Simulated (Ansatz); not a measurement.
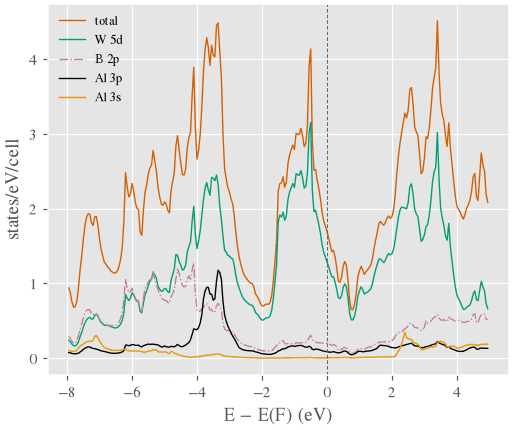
Total and projected density of states of AlB₂W₂ in space group Cmmm (No. 65; Al on 2a, W on 4j, B on 4i), PBEsol in the plane-wave PAW code Ansatz

Task: Which orbitals carry the states next to the Fermi level?

Result: Within 0.5 eV of the Fermi level: W 5d 77 %, B 2p 10 %, Al 3p 5 %. Projections are on Löwdin-orthogonalised atomic valence shells; empty p or d shells of many metals are not among them.

Task: Where is the tallest occupied peak in this window, and what makes it?

Result: Near -3.3 eV, about 4.5 states/eV per cell; the largest projected share is W 5d.

The start of the workflow was typed in or built on a structure type; neither database checked (COD, Materials Project) lists it. Its standing as an ambient phase is unchecked. The cell was relaxed with PBEsol under the symmetry of its start; whether a distortion lowers the energy is not shown. The run is not spin-polarised. Spin–orbit coupling is left out wherever it is not named.

Potentials: the later of the program's two PAW sets.
